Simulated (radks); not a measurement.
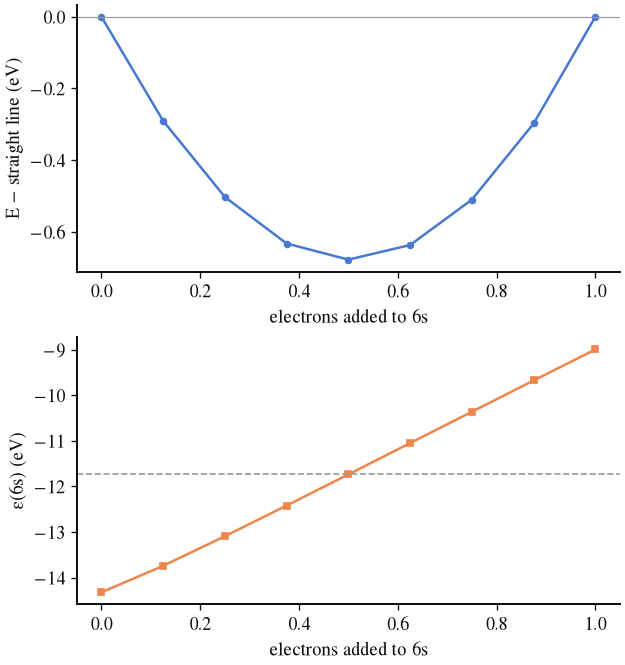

The calculation used the in-house radial solver radks at this level: Dirac Kohn-Sham, LDA (Slater exchange, Perdew-Wang correlation), spin-unpolarised, spherical densities, finite nucleus. The occupation of the 6s shell is varied from Tb²⁺ ([Xe] 4f9 (4f5/2: 6, 4f7/2: 3)) to Tb⁺ ([Xe] 4f9 6s1 (4f5/2: 6, 4f7/2: 3)), with spherical fractional occupations. The plot shows the total energy less the straight line between the end points, and the eigenvalue of 6s (the dashed line is minus the energy to take the whole electron out).

Question: Describe the curve.

Answer: The curve is convex (below the straight line), with the largest deviation among the points computed, −0.68 eV, at 0.5. The end points differ by 11.7 eV, the energy to take the electron out. The eigenvalue, which is the slope of the energy (Janak's theorem), moves from −14.3 eV at 0 to −9.00 eV at 1; for a straight line it would stay constant, and a parabola would sag by an eighth of this change, scaled to a whole electron, 0.67 eV. Convexity is the delocalisation error: fractional charges are too low in energy.
